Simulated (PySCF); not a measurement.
# Single-point calculation, with input and output: CH₄Se

- system: CH₄Se
- method: PBE0/def2-SVPD, RKS (PySCF 2.14.0)

The geometry comes from this level: PBE0-D4/def2-TZVP.

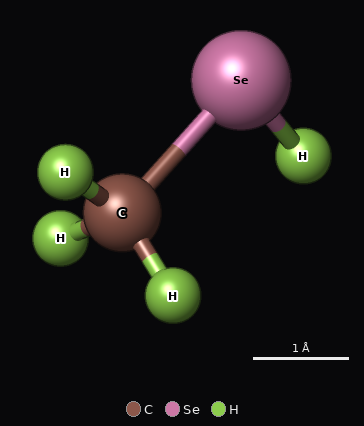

Figure 1. The input geometry (ball-and-stick view, seen at a tilt). Bond lengths as drawn: C–H 1.09 Å, C–Se 1.95 Å and H–Se 1.47 Å.

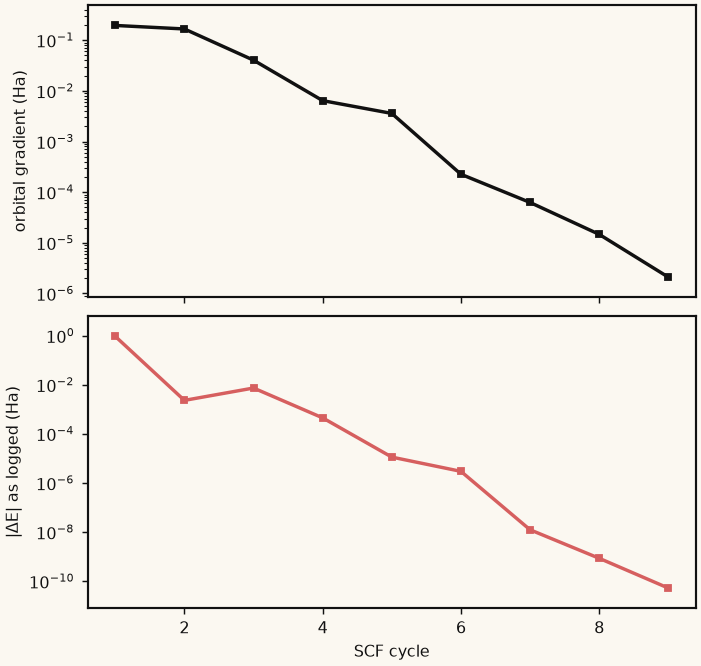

Figure 2. Convergence of the self-consistent field: orbital gradient and size of the energy change against the SCF cycle. The residual falls at every step.

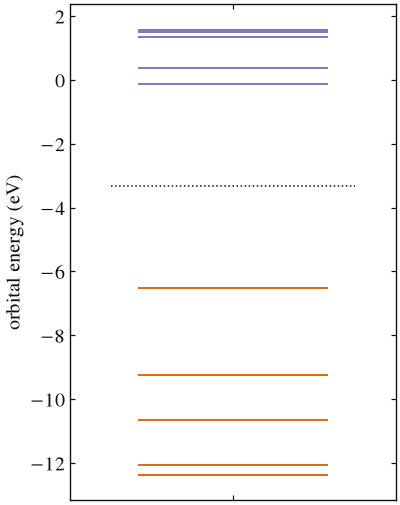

Figure 3. Orbital energies near the frontier; the dotted line parts filled from empty levels, and levels within 0.02 eV of each other stand side by side. Highest filled −6.51 eV, lowest empty −0.14 eV, 6.37 eV apart.

These pictures come from the run below.

### Input (job.py)
```python
from pyscf import gto, dft

molecule = gto.Mole()
molecule.atom = '''
C     -0.253979    -0.668018    -0.744174
Se     1.614393     0.485282     2.212302
H     -2.263703    -0.780835    -0.330324
H      0.460904    -2.551130    -1.166339
H      0.096943     0.567674    -2.348363
H      0.345442     2.947217     2.376898
'''
molecule.max_memory = 1860
molecule.basis = 'def2-svpd'
molecule.unit = 'bohr'
molecule.verbose = 4
molecule.spin = 0
molecule.build()

mf = dft.RKS(molecule, xc='pbe0')
mf.conv_tol = 1e-10
mf.grids.level = 5
mf.kernel()
if not mf.converged:
    mf = mf.newton().run(mf.mo_coeff, mf.mo_occ)

e_final = mf.e_tot
print('E(%s) = %.9f' % ('PBE0', e_final))
```

Run as:
```bash
OMP_NUM_THREADS=1 python job.py
```

### The program's output
```
PySCF version 2.14.0

[INPUT] num. atoms = 6
[INPUT] num. electrons = 44
[INPUT] charge = 0
[INPUT] spin (= nelec alpha-beta = 2S) = 0
[INPUT] symmetry False subgroup None
[INPUT] Mole.unit = bohr
[INPUT] Symbol           X                Y                Z      unit          X                Y                Z       unit  Magmom
[INPUT]  1 C     -0.134399898852  -0.353499902084  -0.393799921759 AA   -0.253979000000  -0.668018000000  -0.744174000000 Bohr   0.0
[INPUT]  2 Se     0.854299985069   0.256800175270   1.170699802073 AA    1.614393000000   0.485282000000   2.212302000000 Bohr   0.0
[INPUT]  3 H     -1.197900039891  -0.413200087489  -0.174799933020 AA   -2.263703000000  -0.780835000000  -0.330324000000 Bohr   0.0
[INPUT]  4 H      0.243899893222  -1.349999858094  -0.617200019007 AA    0.460904000000  -2.551130000000  -1.166339000000 Bohr   0.0
[INPUT]  5 H      0.051300026358   0.300400144032  -1.242700182568 AA    0.096943000000   0.567674000000  -2.348363000000 Bohr   0.0
[INPUT]  6 H      0.182800034095   1.559600072036   1.257800254281 AA    0.345442000000   2.947217000000   2.376898000000 Bohr   0.0

nuclear repulsion = 100.472752285469
number of shells = 39
number of NR pGTOs = 153
number of NR cGTOs = 93
basis = def2-svpd
ecp = {}

******** <class 'pyscf.dft.rks.RKS'> ********
method = RKS
initial guess = minao
damping factor = 0
level_shift factor = 0
DIIS = <class 'pyscf.scf.diis.CDIIS'>
diis_start_cycle = 1
diis_space = 8
diis_damp = 0
SCF conv_tol = 1e-10
SCF conv_tol_grad = None
SCF max_cycles = 50
direct_scf = True
direct_scf_tol = 1e-13
XC library pyscf.dft.libxc version 7.0.0
    S. Lehtola, C. Steigemann, M. J.T. Oliveira, and M. A.L. Marques.,  SoftwareX 7, 1–5 (2018)
XC functionals = pbe0
radial grids:
    Treutler-Ahlrichs [JCP 102, 346 (1995); DOI:10.1063/1.469408] (M4) radial grids

becke partition: Becke, JCP 88, 2547 (1988); DOI:10.1063/1.454033
pruning grids: <function nwchem_prune>
grids dens level: 5
symmetrized grids: False
atomic radii adjust function: <function treutler_atomic_radii_adjust>
small_rho_cutoff = 0
Set gradient conv threshold to 1e-05
Initial guess from minao.
tot grids = 181880
init E= -2440.45962715363
  HOMO = -0.266442058226728  LUMO = -0.0509715840389924  gap/eV = 5.86325
cycle= 1 E= -2441.39412997193  delta_E= -0.935  |g|= 0.196  |ddm|= 2.52
  HOMO = -0.219635733084313  LUMO = 0.00331207138761336  gap/eV = 6.06672
cycle= 2 E= -2441.39644269858  delta_E= -0.00231  |g|= 0.167  |ddm|= 0.493
  HOMO = -0.237003482631807  LUMO = -0.00544681298691163  gap/eV = 6.30098
cycle= 3 E= -2441.40379781556  delta_E= -0.00736  |g|= 0.0404  |ddm|= 0.22
  HOMO = -0.239730919756249  LUMO = -0.005318888779549  gap/eV = 6.37868
cycle= 4 E= -2441.40424602436  delta_E= -0.000448  |g|= 0.00642  |ddm|= 0.0479
  HOMO = -0.238822069095688  LUMO = -0.00498090818159413  gap/eV = 6.36314
cycle= 5 E= -2441.40425733909  delta_E= -1.13e-05  |g|= 0.00359  |ddm|= 0.0128
  HOMO = -0.239243545637835  LUMO = -0.00509716881691125  gap/eV = 6.37145
cycle= 6 E= -2441.40426030878  delta_E= -2.97e-06  |g|= 0.000226  |ddm|= 0.00471
  HOMO = -0.239215679593831  LUMO = -0.00509258609259433  gap/eV = 6.37081
cycle= 7 E= -2441.4042603212  delta_E= -1.24e-08  |g|= 6.27e-05  |ddm|= 0.000469
  HOMO = -0.239226873114256  LUMO = -0.0050971687058623  gap/eV = 6.37099
cycle= 8 E= -2441.40426032205  delta_E= -8.55e-10  |g|= 1.47e-05  |ddm|= 0.000106
  HOMO = -0.239225140063623  LUMO = -0.00509623767440637  gap/eV = 6.37097
cycle= 9 E= -2441.40426032211  delta_E= -5.23e-11  |g|= 2.1e-06  |ddm|= 2.4e-05
  HOMO = -0.239225364558286  LUMO = -0.00509627527651313  gap/eV = 6.37098
Extra cycle  E= -2441.40426032215  delta_E= -4.59e-11  |g|= 2.06e-06  |ddm|= 5.46e-06
converged SCF energy = -2441.40426032215
E(PBE0) = -2441.404260322
```

### Summary

| quantity | value |
| --- | --- |
| outcome | converged |
| total energy | −2441.404260 hartree |
| basis functions | 93 |
| HOMO | −6.51 eV |
| LUMO | −0.14 eV |
| dipole moment | 1.44 D |
| hardware | 1 thread of Intel Xeon @ 2.50GHz (Skylake/Cascade Lake), 189 GiB of memory available, shared host |
| wall time | 62 s (CPU time 26 s; the host was busy) |
| peak memory | 0.46 GiB |
